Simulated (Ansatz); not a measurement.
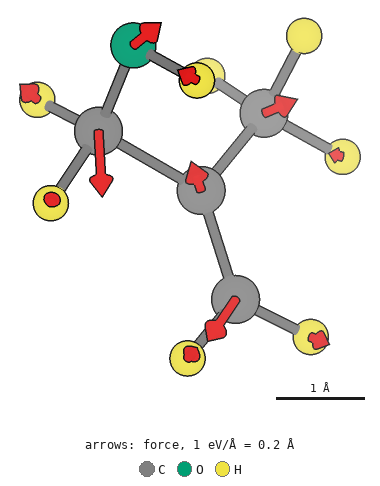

Starting geometry of C4H8O (coarse preliminary run) with the computed forces as red arrows. Style: ball-and-stick. Shown from a free direction.

The start comes from a force field.

The calculation used Ansatz, RKS PBE-D4/def2-SVP. Set-up: force threshold 0.03 eV/Å; at most 200 steps.

What follows when this structure is relaxed?

Answer. It isn't relaxed: the largest force vector, on a C atom, is 4.36 eV/Å. The final displacements follow the starting forces only in part (cosine between the two patterns 0.30). Over 7 geometry steps the energy falls by 43.9 kJ/mol. The largest force component goes from 4.1 to 0.029 eV/Å. An H atom moves most after the best rigid fit: 0.15 Å. Largest moves by element: H 0.15 Å, C 0.09 Å, O 0.09 Å. Among the contacts that change: C–O 1.368 → 1.423 Å, C–H 1.062 → 1.113 Å, C–H 1.152 → 1.103 Å, C–H 1.165 → 1.117 Å. Among the angles between lasting bonds that change: O–C–H 112.2° → 105.4°, H–C–H 102.9° → 109.3°, C–C–C 127.4° → 121.0°. Cost: 10 s on 4 threads of Arm Neoverse V1, on a shared host.
